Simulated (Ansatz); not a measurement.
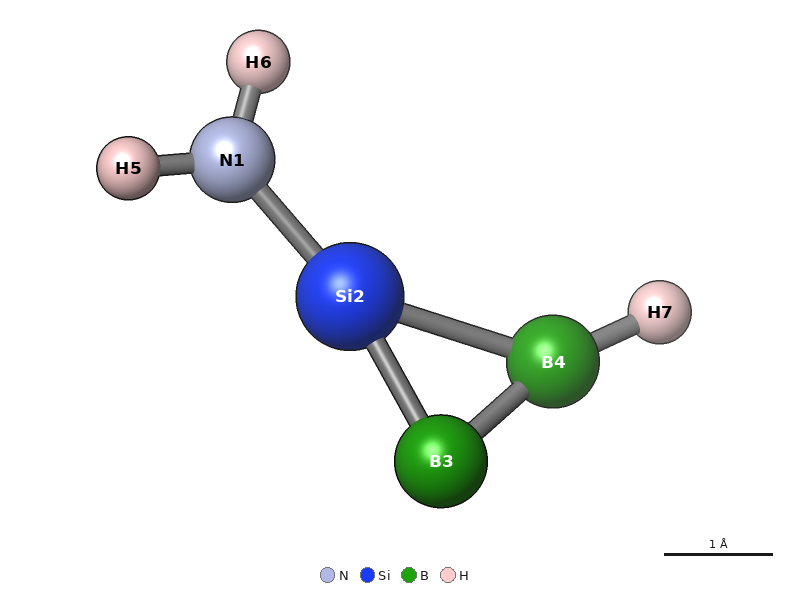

Orthographic view. Depth is shown by fading: the farther an atom, the more it takes the colour of the background. Computed geometry: PBE0-D4/def2-TZVP optimisation. No frequency run is at hand to confirm it as a minimum.

Give the distance matrix in Å.

| atom | N1 | Si2 | B3 | B4 | H5 | H6 | H7 |
| --- | --- | --- | --- | --- | --- | --- | --- |
| N1 | 0.00 |  |  |  |  |  |  |
| Si2 | 1.69 | 0.00 |  |  |  |  |  |
| B3 | 3.44 | 1.78 | 0.00 |  |  |  |  |
| B4 | 3.54 | 2.01 | 1.53 | 0.00 |  |  |  |
| H5 | 1.01 | 2.39 | 3.99 | 4.37 | 0.00 |  |  |
| H6 | 1.01 | 2.39 | 4.16 | 3.91 | 1.68 | 0.00 |  |
| H7 | 4.28 | 3.00 | 2.70 | 1.19 | 5.21 | 4.42 | 0.00 |
